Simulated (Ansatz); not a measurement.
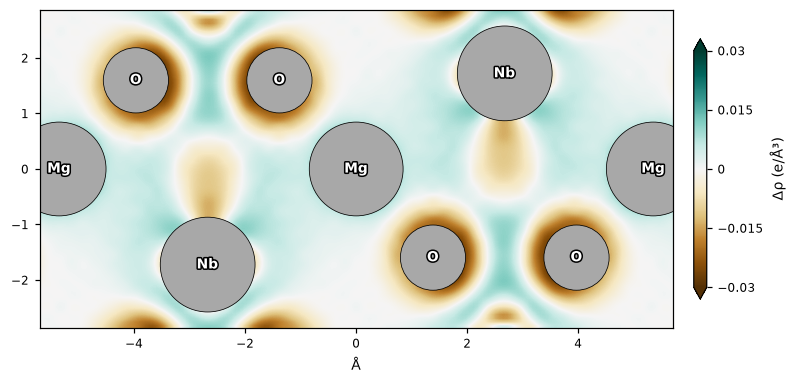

MgNb₂O₄. Difference of the valence pseudo-densities of two functionals at the same geometry, on the (010) plane of the calculation cell: PBE less r2SCAN.

Both computed with Ansatz (plane waves, PAW), on the same k-point mesh. Grey discs cover the atomic cores.

**Where does the change of functional move the electrons?**

Against r2SCAN, PBE gives more density around Nb (+0.005 e/Å³ on average at 1.1 Å from the nucleus) and less density around O (−0.014 e/Å³ on average at 0.7 Å from the nucleus).
